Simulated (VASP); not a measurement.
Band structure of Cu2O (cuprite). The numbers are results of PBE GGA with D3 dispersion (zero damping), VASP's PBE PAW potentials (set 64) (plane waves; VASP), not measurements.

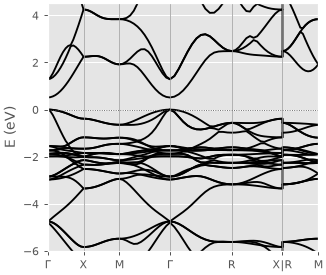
Figure: Bands along high-symmetry lines, zero at the valence-band maximum or, without a gap, the Fermi level

Question: Read the plot: is there a gap, and where are the band edges?

Answer: The gap is direct, 0.51 eV, from the valence maximum at Γ to the conduction minimum at Γ. (Edges off the drawn lines would not show.)

Measured: gap 2.20 eV (computed value off by -1.69 eV), as given by Wei Chen et al., Physical Review Materials (2018), doi:10.1103/physrevmaterials.2.073803 [zero-point renormalisation of 0.03 eV added back (the table's ZPR column)].

The compound is Cu2O in the cuprite structure. It was relaxed first.
